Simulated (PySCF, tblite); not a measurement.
# C₆H₁₂N radical: geometry, infrared bands and EPR parameters

What infrared bands and EPR parameters should C₆H₁₂N radical (`C=N[C@H](C)C[CH]C`) show?

Programs: tblite 0.8.0 and PySCF 2.14.0, with density-fitted response routines of our own. Each step states its level of theory. These are calculated values for one molecule in the gas phase, unless marked as measured. Atoms are numbered from 0 throughout.

**1. Starting geometry**

19 atoms, charge 0, multiplicity 2; geometry from: force field or distance geometry start.

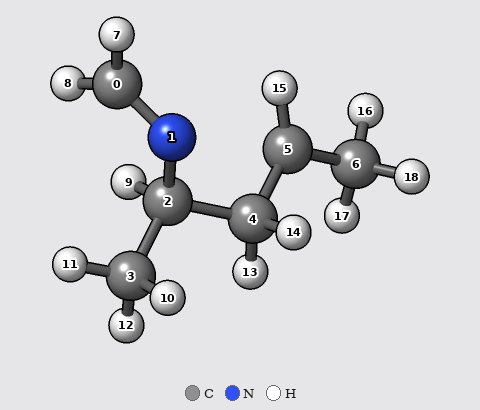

As it starts; carbon grey, nitrogen blue, hydrogen white, atoms numbered.

**2. Geometry optimisation with GFN2-xTB**

The job: settings as JSON, then the geometry in Å.

```
{"job": {"kind": "relax", "xc": "GFN2-xTB", "basis": "xTB"}, "charge": 0, "multiplicity": 2}
C     -2.335000     1.368300     0.035000
N     -1.443900     0.800500     0.732500
C     -0.828900    -0.403500     0.126900
C     -1.464300    -1.623800     0.768400
C      0.683700    -0.383200     0.370700
C      1.377900     0.718300    -0.386800
C      2.846300     0.622900    -0.642200
H     -2.837300     2.278500     0.425800
H     -2.665100     1.014100    -0.955600
H     -1.029300    -0.442700    -0.953800
H     -1.296200    -1.638900     1.857600
H     -2.550200    -1.652300     0.614900
H     -1.048300    -2.550500     0.369200
H      1.111400    -1.344600     0.046900
H      0.892700    -0.254700     1.435200
H      0.913400     1.699800    -0.408300
H      3.151700     1.380500    -1.363300
H      3.106200    -0.367700    -1.042900
H      3.405300     0.788500     0.292000
```

On the command line:

```console
$ OMP_NUM_THREADS=1 python probes_run.py task.json out
```

The driver reads the jobs from task.json and runs them one after another.

The log of the run:

```text
step      E/eV     max force
  0    -592.51005    1.551
  1    -592.57646    0.752
  2    -592.58945    0.775
  3    -592.59793    0.193
  4    -592.60283    0.216
  5    -592.60736    0.226
  6    -592.61128    0.144
  7    -592.61448    0.134
  8    -592.61717    0.150
  9    -592.61957    0.150
 10    -592.62180    0.104
 11    -592.62393    0.121
 12    -592.62589    0.113
 13    -592.62749    0.116
 14    -592.62855    0.068
 15    -592.62922    0.049
 16    -592.62974    0.061
 17    -592.63020    0.072
 18    -592.63059    0.053
 19    -592.63089    0.043
 20    -592.63114    0.049
 21    -592.63141    0.044
 22    -592.63175    0.051
 23    -592.63219    0.053
 24    -592.63269    0.072
 25    -592.63323    0.083
 26    -592.63386    0.073
 27    -592.63471    0.085
 28    -592.63592    0.099
 29    -592.63738    0.082
 30    -592.63866    0.084
 31    -592.63960    0.079
 32    -592.64048    0.078
 33    -592.64140    0.070
 34    -592.64217    0.076
 35    -592.64285    0.078
 36    -592.64358    0.113
 37    -592.64467    0.106
 38    -592.64625    0.110
 39    -592.64793    0.074
 40    -592.64877    0.086
 41    -592.64958    0.089
 42    -592.65015    0.162
 43    -592.65100    0.070
 44    -592.65176    0.050
 45    -592.65240    0.062
 46    -592.65285    0.070
 47    -592.65317    0.043
 48    -592.65331    0.032
 49    -592.65341    0.021
 50    -592.65352    0.030
 51    -592.65362    0.023
 52    -592.65370    0.026
 53    -592.65379    0.024
 54    -592.65388    0.028
 55    -592.65400    0.034
 56    -592.65412    0.041
 57    -592.65423    0.052
 58    -592.65440    0.057
 59    -592.65473    0.075
 60    -592.65532    0.078
 61    -592.65615    0.088
 62    -592.65696    0.099
 63    -592.65761    0.060
 64    -592.65810    0.093
 65    -592.65869    0.094
 66    -592.65930    0.065
 67    -592.65958    0.039
 68    -592.65979    0.039
 69    -592.66002    0.046
 70    -592.66039    0.064
 71    -592.66087    0.060
 72    -592.66131    0.070
 73    -592.66141    0.118
 74    -592.66196    0.052
 75    -592.66230    0.049
 76    -592.66312    0.054
 77    -592.66391    0.148
 78    -592.66459    0.058
 79    -592.66516    0.060
 80    -592.66577    0.065
 81    -592.66631    0.062
 82    -592.66677    0.113
 83    -592.66756    0.129
 84    -592.66832    0.068
 85    -592.66953    0.081
 86    -592.67080    0.116
 87    -592.67265    0.129
 88    -592.67504    0.196
 89    -592.66541    0.540
 90    -592.67686    0.185
 91    -592.67630    0.425
 92    -592.68074    0.132
 93    -592.68339    0.098
 94    -592.68579    0.234
 95    -592.68939    0.113
 96    -592.69186    0.097
 97    -592.69289    0.075
 98    -592.69395    0.083
 99    -592.69466    0.169
100    -592.69573    0.065
101    -592.69643    0.064
102    -592.69735    0.092
103    -592.69795    0.066
104    -592.69874    0.061
105    -592.69939    0.067
106    -592.69997    0.058
107    -592.70036    0.047
108    -592.70063    0.068
109    -592.70085    0.051
110    -592.70108    0.045
111    -592.70131    0.030
112    -592.70156    0.027
113    -592.70169    0.026
114    -592.70177    0.027
115    -592.70184    0.025
116    -592.70192    0.023
117    -592.70200    0.018
118    -592.70206    0.015
119    -592.70209    0.018
120    -592.70214    0.019
121    -592.70222    0.021
122    -592.70235    0.026
123    -592.70251    0.029
124    -592.70264    0.025
125    -592.70274    0.019
126    -592.70282    0.018
127    -592.70292    0.022
128    -592.70301    0.021
129    -592.70307    0.017
130    -592.70312    0.015
131    -592.70317    0.014
132    -592.70321    0.016
133    -592.70324    0.016
134    -592.70326    0.014
135    -592.70330    0.013
136    -592.70334    0.012
137    -592.70337    0.011
138    -592.70340    0.013
139    -592.70342    0.014
140    -592.70346    0.013
141    -592.70349    0.013
142    -592.70351    0.011
143    -592.70352    0.010
```

Wall time 0.88 s (1 thread of Arm Neoverse V1, shared host).

The steps of the relaxation: (not every step is listed)

```csv
step,energy from step 0 (eV),largest force (eV/Å)
0,0.0000,1.5515
1,-0.0664,0.7521
2,-0.0794,0.7746
3,-0.0879,0.1930
4,-0.0928,0.2159
5,-0.0973,0.2264
6,-0.1012,0.1445
7,-0.1044,0.1345
8,-0.1071,0.1503
21,-0.1214,0.0443
34,-0.1321,0.0758
47,-0.1431,0.0435
60,-0.1453,0.0782
73,-0.1514,0.1180
86,-0.1608,0.1160
99,-0.1846,0.1690
112,-0.1915,0.0269
125,-0.1927,0.0191
138,-0.1934,0.0126
139,-0.1934,0.0140
140,-0.1934,0.0135
141,-0.1934,0.0129
142,-0.1935,0.0110
143,-0.1935,0.0098
```

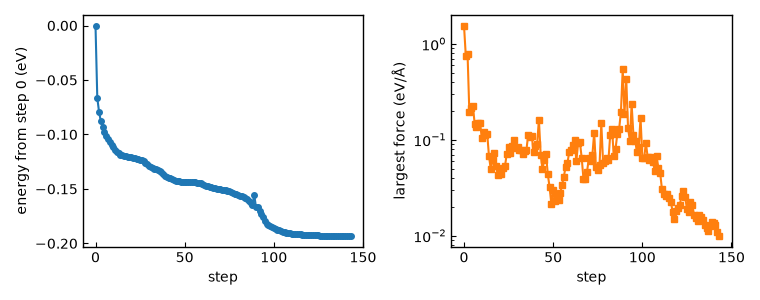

Energy and force, step by step.

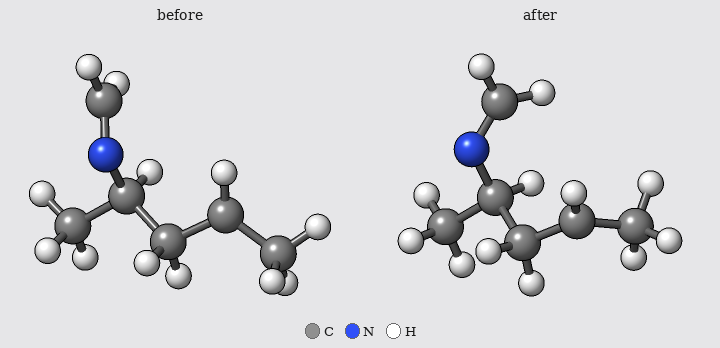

Before and after, at one scale.

Distances of close pairs at the start and the end, largest changes first:

```csv
bond,before (Å),after (Å),change (Å)
N1–C2,1.481,1.428,-0.054
C4–C5,1.506,1.468,-0.038
C2–C4,1.532,1.570,+0.038
C0–H7,1.111,1.080,-0.031
C3–H10,1.102,1.086,-0.016
C5–C6,1.493,1.479,-0.015
C0–N1,1.266,1.252,-0.014
C6–H17,1.100,1.088,-0.012
```

The next job starts from the end point, and lists it.

**3. Harmonic vibrations with GFN2-xTB**

The job: settings as JSON, then the geometry in Å.

```
{"job": {"kind": "ir", "xc": "GFN2-xTB", "basis": "xTB"}, "charge": 0, "multiplicity": 2}
C     -1.781529     1.523326    -0.215566
N     -1.594741     0.558232     0.560279
C     -0.750190    -0.525450     0.171879
C     -1.383777    -1.833658     0.631842
C      0.638101    -0.322549     0.876223
C      1.401856     0.796727     0.310953
C      2.231398     0.646603    -0.903958
H     -2.396779     2.344622     0.121121
H     -1.367160     1.594990    -1.228975
H     -0.574980    -0.549049    -0.919139
H     -1.541108    -1.805860     1.706357
H     -2.347235    -1.971058     0.145882
H     -0.742599    -2.675828     0.383884
H      1.186712    -1.259336     0.752925
H      0.429979    -0.160228     1.935232
H      1.224141     1.792346     0.681879
H      1.759616     1.117730    -1.774741
H      2.400506    -0.403137    -1.135619
H      3.197988     1.140829    -0.778310
```

The log of the run:

```text
mode    cm-1     km/mol
  1      45.6      2.67
  2      67.1      0.16
  3      75.5     10.44
  4      80.1      0.05
  5     191.3      0.18
  6     230.9      3.34
  7     312.4      2.39
  8     328.2      5.20
  9     369.7      1.14
 10     420.6      1.69
 11     501.3     20.58
 12     525.4      1.12
 13     705.9     13.42
 14     841.0      0.84
 15     893.5      4.16
 16     926.3      8.44
 17     941.8      8.20
 18     967.3      6.26
 19     985.8      0.80
 20    1026.7      3.06
 21    1072.7      8.53
 22    1091.3      0.31
 23    1114.4      3.81
 24    1179.5      9.56
 25    1193.5     14.15
 26    1234.0     19.26
 27    1261.6      3.49
 28    1282.5      4.06
 29    1326.3     11.85
 30    1349.7     26.82
 31    1396.9      5.56
 32    1399.3      5.73
 33    1422.5      8.22
 34    1458.2      0.82
 35    1463.4      3.92
 36    1481.7      2.53
 37    1487.3      4.40
 38    1495.1      3.99
 39    1726.1     68.75
 40    2797.2     70.09
 41    2853.8    126.71
 42    2888.9     32.83
 43    2953.5     37.76
 44    2959.6     39.63
 45    2978.7     28.02
 46    3026.6     24.92
 47    3031.7     30.85
 48    3036.1     33.25
 49    3053.0     23.33
 50    3072.2     31.22
 51    3104.7     51.27
```

Wall time 0.56 s (1 thread of Arm Neoverse V1, shared host).

The strongest bands and the atoms that carry them (share of the mass-weighted mode):

```csv
cm⁻¹,km/mol,atoms
1726,68.8,"C0 50 %, N1 47 %"
2797,70.1,H9 93 %
2854,126.7,H8 93 %
2889,32.8,H16 86 %
2954,37.8,H13 93 %
2960,39.6,H18 87 %
3036,33.2,"H12 79 %, H11 16 %"
3105,51.3,H15 92 %
```

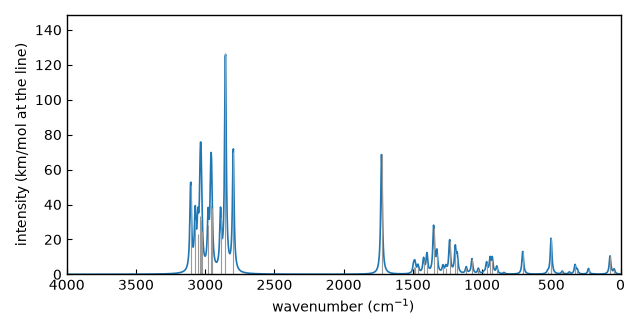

The infrared spectrum from these modes, unscaled. Lines are broadened to a width of 14 cm⁻¹ (Lorentzian).

**4. g tensor and hyperfine couplings: B3LYP/pcH-1**

The job, as its differences from that of step 3:

```diff
@@ -1,2 +1,2 @@
-{"job": {"kind": "ir", "xc": "GFN2-xTB", "basis": "xTB"}, "charge": 0, "multiplicity": 2}
+{"job": {"kind": "epr", "basis": "pcH-1"}, "charge": 0, "multiplicity": 2}
 C     -1.781529     1.523326    -0.215566
```

With the program's defaults for keys left out, this is: UKS B3LYP, pcH-1 on C H N, non-relativistic, mean-field spin-orbit, GIAO.

The log of the run:

```text
UKS, coarse grid
  cycle   1  E = -290.49195272  |g| = 3.59e-01
  cycle   2  E = -290.43831297  |g| = 5.00e-01
  cycle   3  E = -290.55562769  |g| = 1.24e-01
  cycle   4  E = -290.56174972  |g| = 3.82e-02
  cycle   5  E = -290.56241338  |g| = 5.65e-03
  cycle   6  E = -290.56242963  |g| = 3.04e-03
  cycle   7  E = -290.56243580  |g| = 8.56e-04
UKS, final grid
  cycle   1  E = -290.56250903  |g| = 9.01e-04
  cycle   2  E = -290.56250875  |g| = 1.20e-03
  cycle   3  E = -290.56250945  |g| = 1.65e-04
  cycle   4  E = -290.56250946  |g| = 8.45e-05
  cycle   5  E = -290.56250947  |g| = 3.37e-05
  cycle   6  E = -290.56250947  |g| = 8.12e-06
E = -290.56250947 Eh   <S^2> = 0.7539 (exact 0.7500)
g shifts (ppm)      1          2          3
  rmc          -144       -144       -144
  gc             -1         35         25
  oz_so          13        592        759
  total        -132        483        640
hyperfine (MHz)  atom isotope    a_iso     a_fc   dipolar eigenvalues
    0   13C       3.32       3.32     -1.14     -0.32      1.47
    1   14N      -0.27      -0.27     -0.44     -0.33      0.77
    2   13C      75.84      75.84     -7.24     -6.81     14.05
    3   13C      -0.68      -0.68     -0.95     -0.88      1.83
    4   13C     -31.63     -31.63     -1.63     -1.11      2.73
    5   13C      97.26      97.26    -79.94    -79.07    159.01
    6   13C     -32.93     -32.93     -2.49      0.27      2.22
    7    1H      -0.22      -0.22     -1.44     -1.04      2.47
    8    1H       1.35       1.35     -2.87     -1.49      4.36
    9    1H      -4.34      -4.34     -5.54     -1.61      7.15
   10    1H      -0.25      -0.25     -1.46     -0.87      2.34
   11    1H       5.45       5.45     -1.36     -0.55      1.91
   12    1H       0.56       0.56     -1.53     -0.91      2.44
   13    1H      32.70      32.70     -4.96     -4.17      9.13
   14    1H      34.57      34.57     -5.09     -4.22      9.31
   15    1H     -60.84     -60.84    -37.94     -0.27     38.21
   16    1H     131.22     131.22     -5.23     -3.15      8.38
   17    1H       5.68       5.68     -4.68     -3.78      8.46
   18    1H      88.89      88.89     -5.11     -4.34      9.45
```

Wall time 78 s (1 thread of Arm Neoverse V1, shared host); peak memory 1 GiB.

Principal g values 2.00219, 2.00280, 2.00296; g(iso) = 2.00265, against 2.00232 for a free electron.

Hyperfine couplings; where a row names several nuclei, a(iso) is their mean (it holds for fast rotation or exchange) and the dipolar term the largest among them:

```csv
nuclei,isotope,a(iso) (MHz),"a(iso) (G, at g = 2.0023)",largest dipolar term (MHz)
C5,13C,97.3,34.7,159.0
C2,13C,75.8,27.1,14.1
"H16, H17, H18",1H,75.3,26.9,9.4
H15,1H,-60.8,-21.7,38.2
H14,1H,34.6,12.3,9.3
C6,13C,-32.9,-11.7,-2.5
H13,1H,32.7,11.7,9.1
C4,13C,-31.6,-11.3,2.7
H9,1H,-4.3,-1.5,7.2
C0,13C,3.3,1.2,1.5
"H10, H11, H12",1H,1.9,0.7,2.4
H8,1H,1.3,0.5,4.4
C3,13C,-0.7,-0.2,1.8
N1,14N,-0.3,-0.1,0.8
```

Mulliken spin populations:

C0 0.01; N1 0.00; C2 0.06; C3 0.00; C4 -0.09; C5 1.02; C6 -0.08; H7 0.00; H8 0.00; H9 0.00; H10 0.00; H11 0.00; H12 0.00; H13 0.01; H14 0.01; H15 -0.04; H16 0.05; H17 0.00; H18 0.03

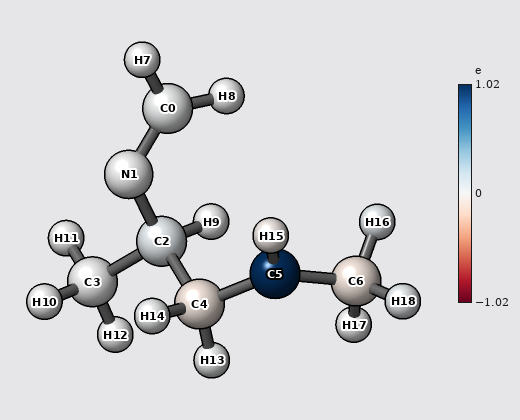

Mulliken spin populations, as colours on the atoms.

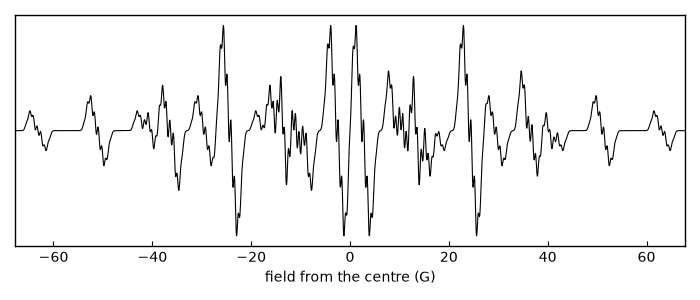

First-order isotropic spectrum (first derivative, main isotopes with spin only, couplings over 0.8 MHz, Gaussian width 0.3 G; couplings of the frozen geometry, rotation of groups not averaged beyond the rows shown).

Orbitals, density, ELF and potential are computed afterwards from the orbital file.

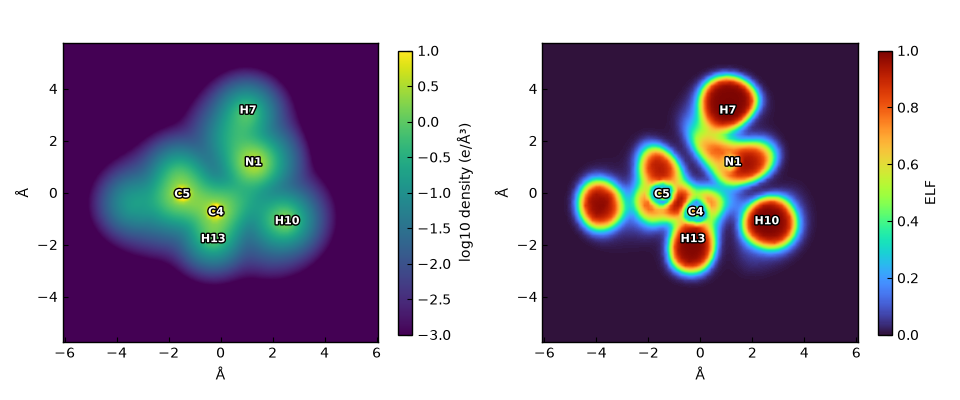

Density (left) and ELF (right) in a plane through or near 6 of the atoms.

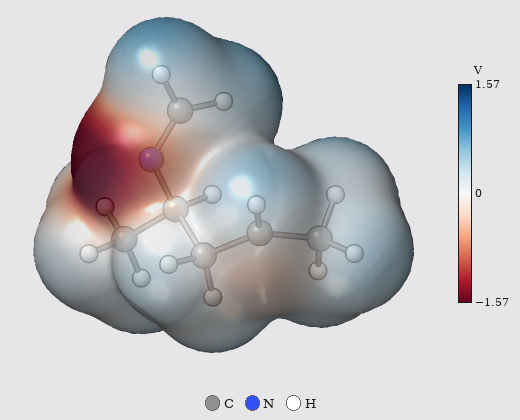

Electrostatic potential on the surface of density 0.002 e/bohr³; red is low, blue high. It runs from -1.57 V near N1 to 0.77 V near H8.

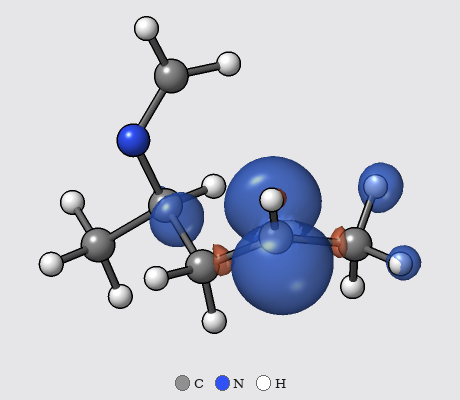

Spin density at ±0.04 e/Å³ (alpha excess blue, beta excess red).

**5. Outcome**

| quantity | value |
| --- | --- |
| strongest single infrared mode (GFN2-xTB) | 2854 cm⁻¹, 127 km/mol |
| zero-point energy (GFN2-xTB) | 102.4 kcal/mol |
| g(iso) (B3LYP) | 2.00265 |
| ⟨S²⟩ | 0.754 (exact 0.75) |
| largest a(iso) (averaged by class) | 13C on C5, 97.3 MHz |
| potential on the surface of density 0.002 e/bohr³, 1st and 99th percentile | -1.57 V and 0.77 V |

Relaxing lowered the energy by 0.193 eV in 143 steps; the close pair that moved most is N1–C2, from 1.481 to 1.428 Å. No mode is imaginary among the 51: a minimum at this level. The strongest single mode, at 2854 cm⁻¹, moves mainly H8. Unscaled tight-binding wavenumbers are off by several per cent, some by more. Its intensities can rank the bands wrongly. C5 carries the largest spin population, 1.02 e. The isotropic g lies 0.3 ppt above the free-electron value. These values are for one conformer; the search (at its own cheap level) found 2 more, at 1.10, 1.14 kcal/mol, and measured spectra average over such forms.
